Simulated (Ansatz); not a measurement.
Input

```
crystal:
  periodic: [false, false, false]
  atoms:
    - { symbol: Sn, position_ang: [-1.638516, 1.366973, 0.229302] }
    - { symbol: Si, position_ang: [1.245019, -1.084489, -0.195576] }
    - { symbol: O, position_ang: [-1.168257, -0.408944, -0.06725] }
    - { symbol: H, position_ang: [0.698013, -0.948136, 1.133793] }
    - { symbol: H, position_ang: [-0.675467, 2.736089, -0.203145] }
    - { symbol: H, position_ang: [-3.098054, 1.782077, 1.057114] }
    - { symbol: H, position_ang: [1.39238, 0.238068, -0.892207] }
    - { symbol: H, position_ang: [2.664626, -1.57185, -0.021428] }
    - { symbol: H, position_ang: [0.580256, -2.109987, -1.040602] }
basis:
  gaussian: { orbitals: def2-SVP }
hamiltonian:
  xc: b3lyp
  dispersion: d4
relax:
  f_tol: 0.03
  max_steps: 50
output:
  orbitals: {}
```

Run with:

```sh
ansatz run input.yaml --threads 2 --pin off --max-ram 3072MiB --backend cpu --events-out ev --progress --plain --runs-dir out
```

The fields are those of the relaxed geometry.

Core potentials replace the inner electrons of Sn.

All numbers below come from RKS B3LYP-D4/def2-SVP (Ansatz).

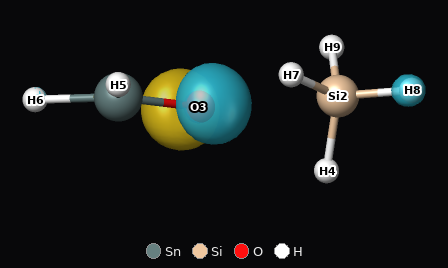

H$_{2}$OSn···SiH$_{4}$. The HOMO at ±0.2 Å⁻³ᐟ² (yellow and cyan are the two phases), seen from one side.

> Where does this orbital lie, and at what energy?

It lies mainly on O3 (about 70 %) and Sn1 (about 10 %); largely a lone pair of O3. Its energy is −7.14 eV.
